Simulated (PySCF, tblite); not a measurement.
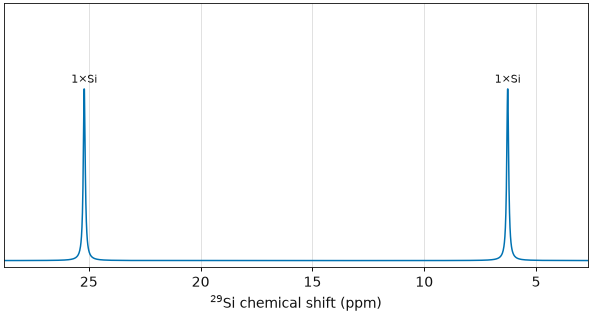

GIAO shifts, PBE0/pcSseg-1, PySCF 2.14.0, at a GFN2-xTB geometry (a minimum by its frequencies), against TMS for ²⁹Si computed at the same level. Gas phase, fully decoupled, line heights follow the number of nuclei, widths are arbitrary (no quadrupolar broadening); values of one conformer, averaged over methyl-type rotors and exact or near symmetry; other conformers aren't averaged in.

Question: Which molecule was computed?
A. CH₆F₂SSi₂, SMILES C[Si@@H](F)S[SiH2]F
B. C₃H₆F₂SSi₂, SMILES CC#C[Si@@H](F)S[SiH2]F
C. C₄H₇NS₂Si, SMILES N#C[SiH]1SCCCS1
D. C₅H₉FN₂Si, SMILES N#CC[C@@H]1C[Si@@H](CF)N1

Answer: Option A. Its ²⁹Si signals: 25.2 (1 Si), 6.3 (1 Si) ppm.

Caveats: the tight-binding geometry is rougher than a DFT one and adds to the error.
